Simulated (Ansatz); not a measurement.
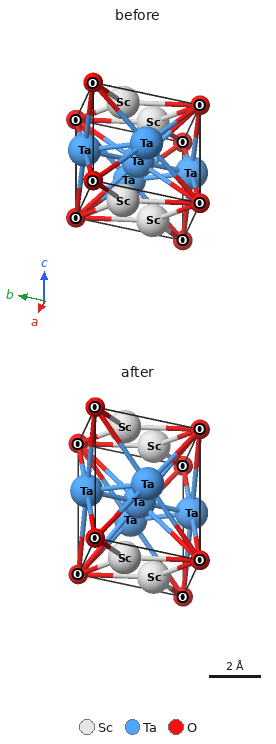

The structure of a crystal of Sc2Ta3O (a generated structure, set up in P6/mmm) (coarse preliminary run) before (top) and after (bottom) a relaxation, at one scale.

A ball-and-stick model of the cell of the calculation, seen from a free direction.

All numbers below come from DFT PBE, scalar-relativistic, plane waves, PAW (Ansatz 0.2.0). (plane-wave cutoff 420 eV; k-point mesh 6 × 6 × 4; occupations gaussian; smearing width 0.1 eV; no spin polarisation; cell and atoms relaxed; force threshold 0.04 eV/Å; at most 70 steps)

### Describe what moved and what it gained.

The atoms keep their places relative to the cell (all moves are under 0.005 Å). The drawn cell changes as follows: a = b 5.351 → 5.247 Å (−1.9 %), c 4.065 → 5.426 Å (+33.5 %); the volume changes by +28.4 %. Near-neighbour distances that change, for instance: Sc–Ta 2.553 → 3.107 Å, O–Ta 3.360 → 3.774 Å, Sc–Sc 3.089 → 3.029 Å, O–Sc 3.089 → 3.029 Å. The space group stays P6/mmm (No. 191). Over 9 accepted moves (11 points after the start) the energy falls by 834 meV per atom. All forces vanish by symmetry, so only the cell relaxes. Pressure: 34.04 GPa at the start and −0.14 GPa at the end. The SCF was repeated twice at an unchanged geometry on a basis and grid sized afresh for the cell, which shifted the energy by 50.6 meV per atom at most. Cost: 2.1 min on 1 thread of Intel(R) Xeon(R) Processor @ 2.70GHz, with other jobs on the host, peak memory 0.47 GiB.

Limits of the set-up: the k-point mesh is coarse for a cell with partly filled bands.
